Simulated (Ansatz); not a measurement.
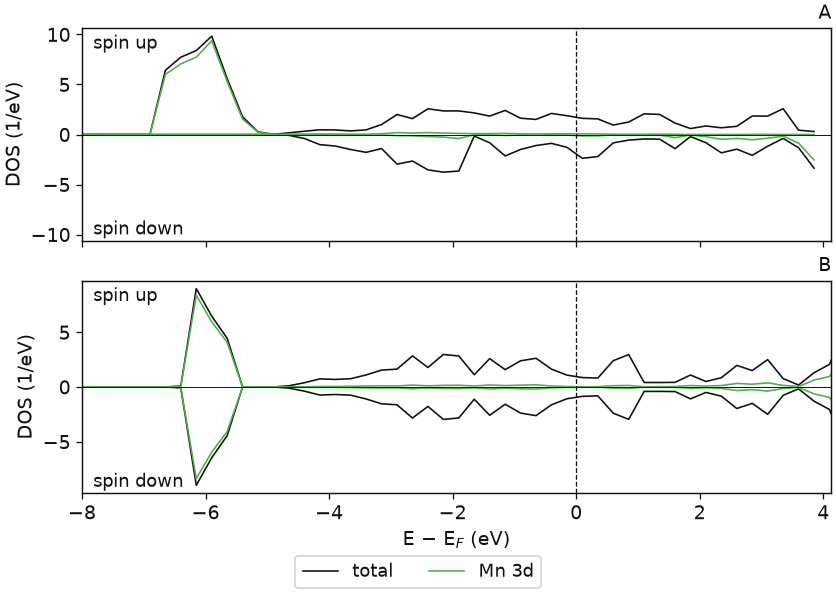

Spin-resolved densities of states of CaMn$_{2}$N$_{3}$, space group P6/mmm, 6 atoms in the cell, a structure borrowed from another compound, in two magnetic states on the same cell (spin down negative; each from its own Fermi level). Ansatz 0.2.0; DFT with PBE, PAW plane waves, Ueff = 5.98 eV on Mn d; intersite V = 0.8 eV between Mn d and N p, spin-polarised, 5×5×6 k mesh, 420 eV cutoff.

**Which panel is which state: ferromagnetic and antiferromagnetic?**

A is ferromagnetic (net moment 8.9 μB, local moments 10.8 μB in all, metal); B is antiferromagnetic (net moment 0.0 μB, local moments 9.8 μB in all, metal). Unequal spin channels mark a net moment; equal ones mean that moments cancel or are absent.

**Which of these states is lowest in energy?**

The ferromagnetic one; the antiferromagnetic state lies 9 meV an atom higher. Other orders weren't compared here.

The structure was built from a prototype or by substitution, so it need not be a known phase.
